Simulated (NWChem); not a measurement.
# SnH2F2: energy and gradient calculation (part 2 of 2)

SnH2F2, SMILES [F][SnH2][F]; HF/3-21G, RHF (NWChem 7.3.0). The geometry comes from this level: PBE0-D4/def2-TZVP.

Geometry of the input (Å):
```
F  -0.3435  -0.3563  1.7414
Sn 0.1289  -0.0732  -0.0862
F  -1.2312  1.1107  -0.7124
H  -0.0874  -1.5471  -0.8891
H  1.5832  0.7921  -0.0950
```

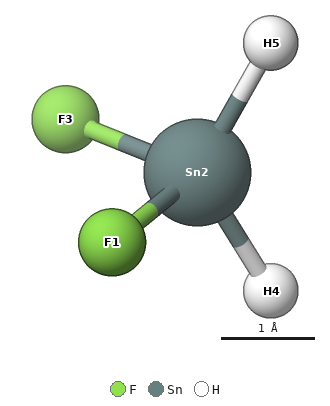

Fig. 1: The structure (ball-and-stick view, seen at an oblique angle; atoms are numbered from 1 in the order of the input). Sticks mark near contacts.

**What the program printed, continued**
```
 Vector   25  Occ=2.000000D+00  E=-1.473056D+00
              MO Center=  1.3D-01, -7.3D-02, -8.6D-02, r^2= 3.8D-01
   Bfn.  Coefficient  Atom+Function         Bfn.  Coefficient  Atom+Function
  ----- ------------  ---------------      ----- ------------  ---------------
    40      0.575566  2 Sn d  2              39     -0.562549  2 Sn d  1
    37      0.535760  2 Sn d -1              38      0.395240  2 Sn d  0
    35     -0.202614  2 Sn d  2              34      0.198031  2 Sn d  1
    32     -0.188601  2 Sn d -1

 Vector   26  Occ=2.000000D+00  E=-1.444581D+00
              MO Center= -2.5D-01,  1.1D-01,  1.6D-01, r^2= 1.6D+00
   Bfn.  Coefficient  Atom+Function         Bfn.  Coefficient  Atom+Function
  ----- ------------  ---------------      ----- ------------  ---------------
    36      0.530943  2 Sn d -2              37      0.440175  2 Sn d -1
    38     -0.397748  2 Sn d  0               6      0.369515  1 F  s
    46      0.369531  3 F  s                 31     -0.186746  2 Sn d -2
    32     -0.154812  2 Sn d -1

 Vector   27  Occ=2.000000D+00  E=-1.416125D+00
              MO Center= -3.0D-01,  1.4D-01,  2.0D-01, r^2= 1.8D+00
   Bfn.  Coefficient  Atom+Function         Bfn.  Coefficient  Atom+Function
  ----- ------------  ---------------      ----- ------------  ---------------
    38      0.550995  2 Sn d  0               6     -0.412761  1 F  s
    46      0.412798  3 F  s                 36      0.376356  2 Sn d -2
    39      0.370128  2 Sn d  1              33     -0.193607  2 Sn d  0

 Vector   28  Occ=2.000000D+00  E=-6.973553D-01
              MO Center= -9.6D-02,  3.8D-02,  6.2D-02, r^2= 3.0D+00
   Bfn.  Coefficient  Atom+Function         Bfn.  Coefficient  Atom+Function
  ----- ------------  ---------------      ----- ------------  ---------------
    23      0.475360  2 Sn s                 19     -0.273695  2 Sn s
     9      0.224614  1 F  pz                 5      0.201275  1 F  pz
    47     -0.170587  3 F  px                15     -0.158526  2 Sn s
    43     -0.154008  3 F  px                51     -0.151234  4 H  s
    53     -0.151235  5 H  s

 Vector   29  Occ=2.000000D+00  E=-5.975070D-01
              MO Center= -5.7D-01,  2.7D-01,  3.7D-01, r^2= 3.0D+00
   Bfn.  Coefficient  Atom+Function         Bfn.  Coefficient  Atom+Function
  ----- ------------  ---------------      ----- ------------  ---------------
     8      0.289202  1 F  py                48      0.289075  3 F  py
     4      0.257323  1 F  py                44      0.257216  3 F  py
     7      0.206542  1 F  px                47      0.206444  3 F  px
     3      0.183775  1 F  px                43      0.183692  3 F  px
    25     -0.169692  2 Sn py

 Vector   30  Occ=2.000000D+00  E=-5.850764D-01
              MO Center= -6.0D-01,  2.8D-01,  3.9D-01, r^2= 3.0D+00
   Bfn.  Coefficient  Atom+Function         Bfn.  Coefficient  Atom+Function
  ----- ------------  ---------------      ----- ------------  ---------------
    49      0.381109  3 F  pz                45      0.329530  3 F  pz
     7     -0.272361  1 F  px                 8      0.245779  1 F  py
     3     -0.232850  1 F  px                 4      0.212164  1 F  py
    24      0.152728  2 Sn px                 9     -0.150974  1 F  pz

 Vector   31  Occ=2.000000D+00  E=-5.828781D-01
              MO Center= -7.4D-01,  3.5D-01,  4.8D-01, r^2= 2.7D+00
   Bfn.  Coefficient  Atom+Function         Bfn.  Coefficient  Atom+Function
  ----- ------------  ---------------      ----- ------------  ---------------
    47     -0.320020  3 F  px                 7      0.299912  1 F  px
    43     -0.278492  3 F  px                 3      0.258980  1 F  px
     9     -0.230668  1 F  pz                 5     -0.202880  1 F  pz
    26     -0.201393  2 Sn pz                49      0.176778  3 F  pz
    48      0.168539  3 F  py                45      0.150375  3 F  pz

 Vector   32  Occ=2.000000D+00  E=-5.635702D-01
              MO Center= -7.9D-01,  3.8D-01,  5.1D-01, r^2= 2.7D+00
   Bfn.  Coefficient  Atom+Function         Bfn.  Coefficient  Atom+Function
  ----- ------------  ---------------      ----- ------------  ---------------
     8      0.349008  1 F  py                48     -0.349125  3 F  py
     4      0.293136  1 F  py                44     -0.293240  3 F  py
     7      0.249255  1 F  px                47     -0.249329  3 F  px
     3      0.209352  1 F  px                43     -0.209418  3 F  px

 Vector   33  Occ=2.000000D+00  E=-5.532405D-01
              MO Center= -7.6D-01,  3.6D-01,  5.0D-01, r^2= 2.8D+00
   Bfn.  Coefficient  Atom+Function         Bfn.  Coefficient  Atom+Function
  ----- ------------  ---------------      ----- ------------  ---------------
    49      0.386731  3 F  pz                45      0.325690  3 F  pz
     9      0.314471  1 F  pz                 5      0.262275  1 F  pz
     8     -0.236598  1 F  py                 4     -0.199447  1 F  py
     7      0.181790  1 F  px                48     -0.182537  3 F  py
     3      0.154584  1 F  px                44     -0.152003  3 F  py

 Vector   34  Occ=2.000000D+00  E=-5.227969D-01
              MO Center= -1.5D-01,  6.4D-02,  9.7D-02, r^2= 3.6D+00
   Bfn.  Coefficient  Atom+Function         Bfn.  Coefficient  Atom+Function
  ----- ------------  ---------------      ----- ------------  ---------------
    47      0.277188  3 F  px                51     -0.244348  4 H  s
    53     -0.244384  5 H  s                  9     -0.233542  1 F  pz
    43      0.230952  3 F  px                 7      0.227951  1 F  px
    24      0.202432  2 Sn px                 5     -0.195843  1 F  pz
     3      0.188735  1 F  px                48     -0.164815  3 F  py

 Vector   35  Occ=2.000000D+00  E=-4.819031D-01
              MO Center=  3.9D-01, -2.0D-01, -2.6D-01, r^2= 3.3D+00
   Bfn.  Coefficient  Atom+Function         Bfn.  Coefficient  Atom+Function
  ----- ------------  ---------------      ----- ------------  ---------------
    51      0.413753  4 H  s                 53     -0.413731  5 H  s
    25      0.233806  2 Sn py                50      0.188531  4 H  s
    52     -0.188518  5 H  s                 21      0.184074  2 Sn py
    24      0.166964  2 Sn px                 8      0.154628  1 F  py
    48      0.154643  3 F  py

 Vector   36  Occ=0.000000D+00  E= 1.160562D-01
              MO Center=  2.4D-01, -1.3D-01, -1.6D-01, r^2= 4.9D+00
   Bfn.  Coefficient  Atom+Function         Bfn.  Coefficient  Atom+Function
  ----- ------------  ---------------      ----- ------------  ---------------
    30      0.835017  2 Sn pz                29     -0.499218  2 Sn py
     6     -0.354676  1 F  s                 46      0.354697  3 F  s
    28      0.302109  2 Sn px                22     -0.181214  2 Sn pz

 Vector   37  Occ=0.000000D+00  E= 1.289973D-01
              MO Center=  4.1D-01, -2.1D-01, -2.7D-01, r^2= 5.0D+00
   Bfn.  Coefficient  Atom+Function         Bfn.  Coefficient  Atom+Function
  ----- ------------  ---------------      ----- ------------  ---------------
    28      0.885250  2 Sn px                51     -0.615245  4 H  s
    53     -0.615198  5 H  s                 27      0.587048  2 Sn s
    30     -0.580466  2 Sn pz                29     -0.435210  2 Sn py
     6      0.207042  1 F  s                 46      0.207018  3 F  s

 Vector   38  Occ=0.000000D+00  E= 1.472996D-01
              MO Center=  9.8D-02, -5.8D-02, -6.6D-02, r^2= 3.8D+00
   Bfn.  Coefficient  Atom+Function         Bfn.  Coefficient  Atom+Function
  ----- ------------  ---------------      ----- ------------  ---------------
    27      1.138497  2 Sn s                 51     -0.695146  4 H  s
    53     -0.695232  5 H  s                 23     -0.350916  2 Sn s
    19      0.331998  2 Sn s                  6     -0.298043  1 F  s
    46     -0.298002  3 F  s                  9      0.181777  1 F  pz

 Vector   39  Occ=0.000000D+00  E= 2.261787D-01
              MO Center= -2.8D-01,  1.3D-01,  1.8D-01, r^2= 5.9D+00
   Bfn.  Coefficient  Atom+Function         Bfn.  Coefficient  Atom+Function
  ----- ------------  ---------------      ----- ------------  ---------------
    29      1.323926  2 Sn py                28      0.945566  2 Sn px
    51      0.881879  4 H  s                 53     -0.881854  5 H  s
    30      0.449413  2 Sn pz

 Vector   40  Occ=0.000000D+00  E= 2.910582D-01
              MO Center=  5.8D-01, -3.0D-01, -3.8D-01, r^2= 4.4D+00
   Bfn.  Coefficient  Atom+Function         Bfn.  Coefficient  Atom+Function
  ----- ------------  ---------------      ----- ------------  ---------------
    27      1.907210  2 Sn s                 23      1.604982  2 Sn s
    24      0.534974  2 Sn px                26     -0.350765  2 Sn pz
    28      0.337380  2 Sn px                25     -0.262990  2 Sn py
    15     -0.248801  2 Sn s                 30     -0.221259  2 Sn pz
     6     -0.212175  1 F  s                 46     -0.212178  3 F  s

 Vector   41  Occ=0.000000D+00  E= 3.440269D-01
              MO Center=  3.3D-01, -1.7D-01, -2.2D-01, r^2= 4.0D+00
   Bfn.  Coefficient  Atom+Function         Bfn.  Coefficient  Atom+Function
  ----- ------------  ---------------      ----- ------------  ---------------
    25      1.238379  2 Sn py                24      0.884384  2 Sn px
    29      0.536859  2 Sn py                51     -0.476934  4 H  s
    53      0.476917  5 H  s                 21      0.437478  2 Sn py
    26      0.420424  2 Sn pz                28      0.383376  2 Sn px
    20      0.312425  2 Sn px                17     -0.181681  2 Sn py

 Vector   42  Occ=0.000000D+00  E= 4.431162D-01
              MO Center= -4.4D-01,  2.1D-01,  2.9D-01, r^2= 3.6D+00
   Bfn.  Coefficient  Atom+Function         Bfn.  Coefficient  Atom+Function
  ----- ------------  ---------------      ----- ------------  ---------------
    24      1.145266  2 Sn px                23     -0.947818  2 Sn s
    27     -0.859213  2 Sn s                 28      0.805573  2 Sn px
    26     -0.748772  2 Sn pz                25     -0.563674  2 Sn py
    30     -0.526669  2 Sn pz                20      0.395570  2 Sn px
    29     -0.396506  2 Sn py                22     -0.258612  2 Sn pz

 Vector   43  Occ=0.000000D+00  E= 4.472930D-01
              MO Center=  1.6D-01, -8.9D-02, -1.1D-01, r^2= 4.2D+00
   Bfn.  Coefficient  Atom+Function         Bfn.  Coefficient  Atom+Function
  ----- ------------  ---------------      ----- ------------  ---------------
    26      1.393630  2 Sn pz                30      0.983655  2 Sn pz
    25     -0.831929  2 Sn py                29     -0.587199  2 Sn py
    24      0.502415  2 Sn px                22      0.486894  2 Sn pz
    28      0.354631  2 Sn px                21     -0.290658  2 Sn py
     9     -0.268257  1 F  pz                18     -0.200799  2 Sn pz

 Vector   44  Occ=0.000000D+00  E= 1.279404D+00
              MO Center=  7.7D-01, -3.9D-01, -5.0D-01, r^2= 3.7D+00
   Bfn.  Coefficient  Atom+Function         Bfn.  Coefficient  Atom+Function
  ----- ------------  ---------------      ----- ------------  ---------------
    51      1.221019  4 H  s                 53      1.221321  5 H  s
    27     -0.983561  2 Sn s                 50     -0.966047  4 H  s
    52     -0.966299  5 H  s                 28     -0.307992  2 Sn px
    30      0.201876  2 Sn pz                23     -0.166310  2 Sn s
    29      0.151304  2 Sn py

 Vector   45  Occ=0.000000D+00  E= 1.293571D+00
              MO Center=  7.0D-01, -3.5D-01, -4.6D-01, r^2= 3.6D+00
   Bfn.  Coefficient  Atom+Function         Bfn.  Coefficient  Atom+Function
  ----- ------------  ---------------      ----- ------------  ---------------
    51      1.175732  4 H  s                 53     -1.175414  5 H  s
    50     -0.970963  4 H  s                 52      0.970711  5 H  s
    29      0.597789  2 Sn py                28      0.426875  2 Sn px
    30      0.202952  2 Sn pz

 center of mass
 --------------
 x =  -0.15810199 y =   0.05912877 z =   0.10045420

 moments of inertia (a.u.)
 ------------------
         349.466989023731          81.969955928518         -16.492439337141
          81.969955928518         367.525436962086          89.379284561911
         -16.492439337141          89.379284561911         227.830079734230

  Mulliken analysis of the total density
  --------------------------------------

    Atom       Charge   Shell Charges
 -----------   ------   -------------------------------------------------------
    1 F    9     9.56   1.98  0.44  2.45  1.55  3.14
    2 Sn  50    48.37   2.00  2.00  6.00  2.00  6.00  2.00  5.95  0.75  1.27  0.23  0.19 10.00  9.99
    3 F    9     9.56   1.98  0.44  2.45  1.55  3.14
    4 H    1     1.26   0.39  0.86
    5 H    1     1.26   0.39  0.86

       Multipole analysis of the density wrt the origin
       ------------------------------------------------

     L   x y z        total         open         nuclear
     -   - - -        -----         ----         -------
     0   0 0 0     -0.000000      0.000000     70.000000

     1   1 0 0      1.124430      0.000000    -11.775827
     1   0 1 0     -0.552702      0.000000      4.487343
     1   0 0 1     -0.737124      0.000000      7.496354

     2   2 0 0    -28.688887      0.000000     64.456042
     2   1 1 0      1.275996      0.000000    -36.740709
     2   1 0 1     -0.478315      0.000000      6.721344
     2   0 2 0    -28.566765      0.000000     55.473950
     2   0 1 1      1.672792      0.000000    -39.602183
     2   0 0 2    -30.976740      0.000000    117.955594

                              NWChem Gradients Module
                              -----------------------

  wavefunction    =   RHF

                         RHF ENERGY GRADIENTS

    atom               coordinates                        gradient
                 x          y          z           x          y          z
   1 F      -0.649121  -0.673309   3.290769   -0.002207  -0.003258   0.014234
   2 Sn      0.243586  -0.138328  -0.162894    0.022138  -0.010887  -0.014491
   3 F      -2.326631   2.098919  -1.346241   -0.009706   0.009119  -0.006448
   4 H      -0.165162  -2.923595  -1.680155   -0.002483   0.006197   0.004604
   5 H       2.991814   1.496852  -0.179524   -0.007743  -0.001171   0.002101

                 ----------------------------------------
                 |  Time  |  1-e(secs)   |  2-e(secs)   |
                 ----------------------------------------
                 |  CPU   |       0.00   |       0.55   |
                 ----------------------------------------
                 |  WALL  |       0.00   |       0.55   |
                 ----------------------------------------

 Task  times  cpu:        3.1s     wall:        3.1s
 Total times  cpu:        3.2s     wall:        3.2s
```

**Summary**

- outcome: converged
- total energy: −6195.295172 hartree
- basis functions: 53
- largest force: 1.471 eV/Å
- HOMO: −13.11 eV
- LUMO: 3.16 eV
- dipole moment: 3.69 D
- hardware: 1 thread of AMD EPYC (Zen 5), 176 GiB of memory available, shared host
- wall time: 3.9 s
- peak memory: 0.1 GiB
